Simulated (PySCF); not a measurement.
Species, as SMILES: [O+]#[Si-] (O-Si).
Geometry (B3LYP-D3(BJ)/def2-TZVP, fixed):
```xyz
2

Si     0.0000     0.0000    -0.5502
O      0.0000     0.0000     0.9629
```

Basis-set convergence of the isotropic shielding of Si1 at PBE0 with PySCF. GIAO, no density fitting; atoms are numbered in the order shown. All functions are spherical. No added dispersion term, no relativity. Reference: the value in pcSseg-3, 232.93 ppm, itself unsure by roughly 2.41 ppm (its mean distance from cc-pCVQZ, cc-pV(5+d)Z, pcseg-3). Deviations are taken from unrounded values.

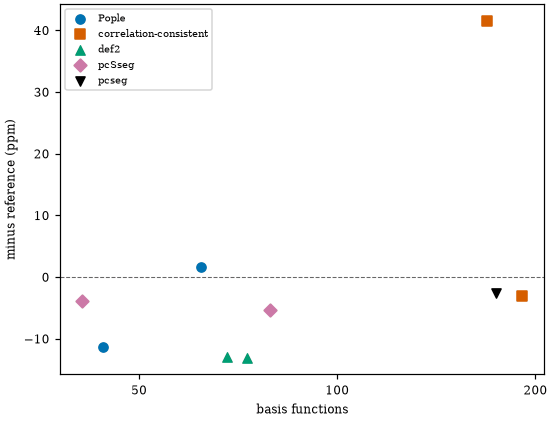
Deviation from the reference against the number of basis functions, by family of sets.

| basis | functions | isotropic shielding of Si1 (ppm) | minus reference (ppm) |
|---|---|---|---|
| pcSseg-1 | 41 | 229.07 | -3.85 |
| 6-311G** | 44 | 221.63 | -11.30 |
| 6-311++G(2d,2p) | 62 | 234.51 | 1.58 |
| def2-TZVP | 68 | 220.04 | -12.88 |
| def2-TZVPP | 73 | 219.87 | -13.05 |
| pcSseg-2 | 79 | 227.65 | -5.28 |
| aug-cc-pV(Q+d)Z | 169 | 274.43 | 41.50 |
| aug-pcseg-3 | 174 | 230.34 | -2.59 |
| cc-pV(5+d)Z | 191 | 229.83 | -3.10 |
